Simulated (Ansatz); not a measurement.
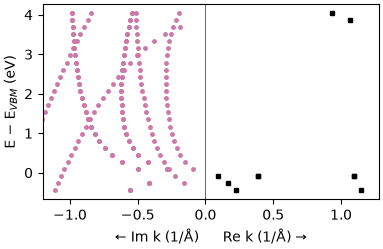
Figure: Complex bands at the centre of the two-dimensional zone; r2SCAN in Ansatz (a quantum-chemistry and plane-wave program)

The gap is the functional's own, uncorrected, and κ follows it; spin-orbit coupling is left out. Mid-gap values are interpolated between the computed energies.

Task: This is SrO (Fm-3m, rock salt, 2 atoms a cell, 17.2 Å³ an atom) along the normal of (001). Read off the slowest decay at the centre of the two-dimensional zone at 1.89 eV, the computed energy nearest the middle of the gap.

Result: κ ≈ 0.29 1/Å, a decay length 1/(2κ) of the density of 1.7 Å.
